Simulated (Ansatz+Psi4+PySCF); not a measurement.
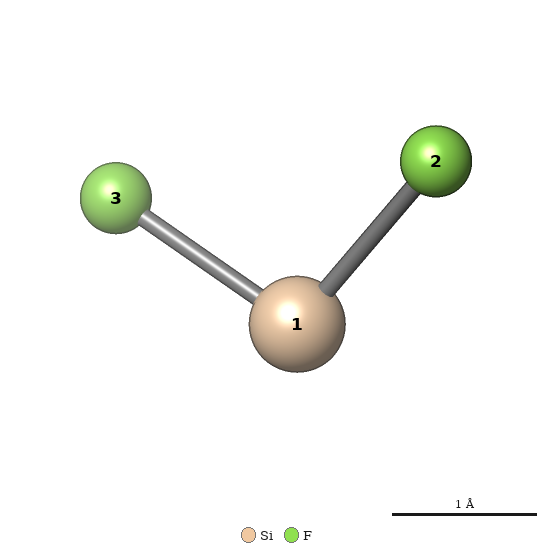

The picture comes from a calculation with Ansatz+Psi4+PySCF.

Orthographic view. Atoms fade into the background with distance from the viewer. Geometry: a fixed input geometry, not necessarily a minimum.

Write a Z-matrix (Å, degrees) in the order of the atom numbers, with these reference atoms: 2 to 1; 3 to 1, 2.

```
Si 
F    1   1.602
F    1   1.602   2   101.1
```
